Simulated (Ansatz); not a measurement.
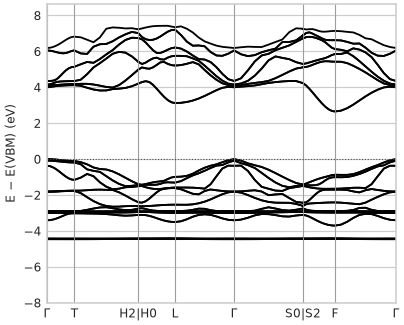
Figure. Band structure from r²SCAN with spin–orbit coupling in the plane-wave PAW code Ansatz

Read off the gap and where the band edges lie.

About 2.7 eV (2.65 eV by a search for the band edges); maximum at Γ, minimum at F.

The material is KLuS2 in space group R-3m (No. 166; Lu on 3b, K on 3a, S on 6c).

The workflow started from an entry of the Crystallography Open Database (COD, 301 K). Whether it is the stable phase at ambient conditions was not checked. The cell was relaxed with r²SCAN under the symmetry of its start; whether a distortion lowers the energy is not shown.

Potentials: the later of the program's two PAW sets.
